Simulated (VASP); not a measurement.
Band structure of Ti (space group P6_3/mmc). Calculation: r2SCAN+rVV10, VASP's PBE PAW potentials (set 64) (plane waves; VASP).

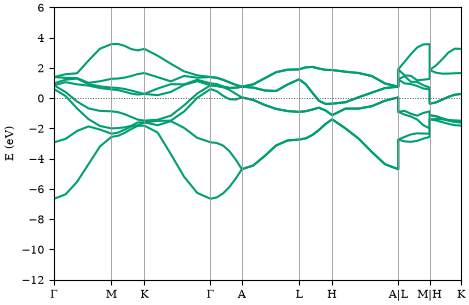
Figure: Bands along high-symmetry lines, zero at the valence-band maximum or, without a gap, the Fermi level

### Question
Read the plot: is there a gap, and where are the band edges?

### Answer
It has no gap at this level: it comes out as a metal or semimetal.

The structure comes from a measured Ti entry (P6_3/mmc) of the Crystallography Open Database, whose conditions weren't checked. It was relaxed first.
